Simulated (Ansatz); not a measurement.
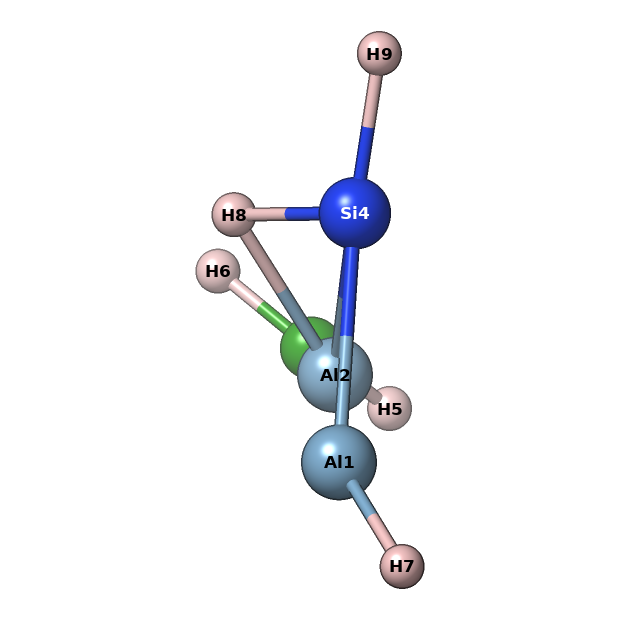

B3 lies behind Al2. The molecule seen nearly along the Al2–B3 bond, Al2 in front. Distant atoms are faded towards the background colour. Computed geometry: PBE-D4/def2-SVP optimisation. No frequency run is at hand to confirm it as a minimum.

Question: What is the torsion angle Si4–Al2–B3–H5? The sign is positive where the front bond must turn clockwise to cover the back bond.

Answer: 129°, anticlinal.
